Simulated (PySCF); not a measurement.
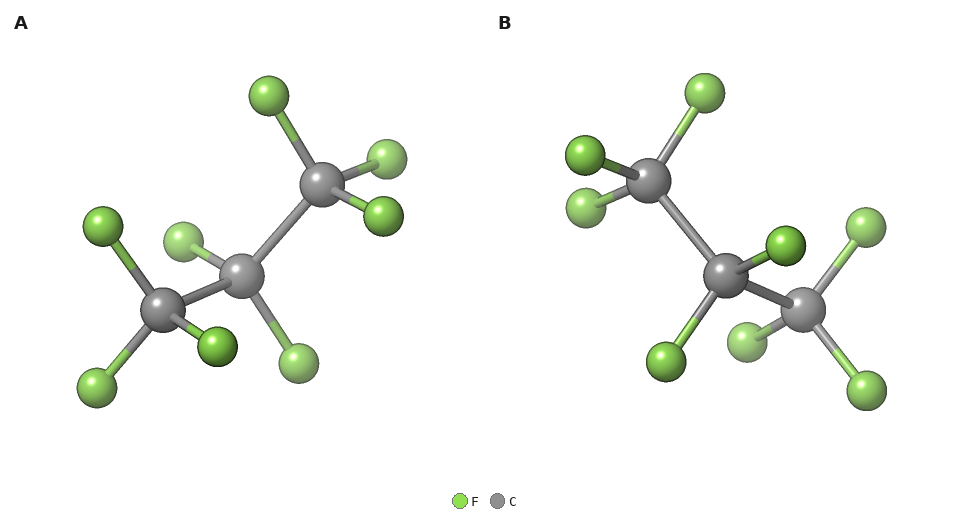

Distant atoms are faded towards the background colour. The computed structure is the end point of a GFN2-xTB optimisation. No frequency run is at hand to confirm it as a minimum.

### Are A and B the same structure? If not, how do they differ?

Yes. They are the same structure, C3F8 (FC(F)(F)C(F)(F)C(F)(F)F), seen from two directions. With point group C2v it is achiral, so its mirror image would be the same too.
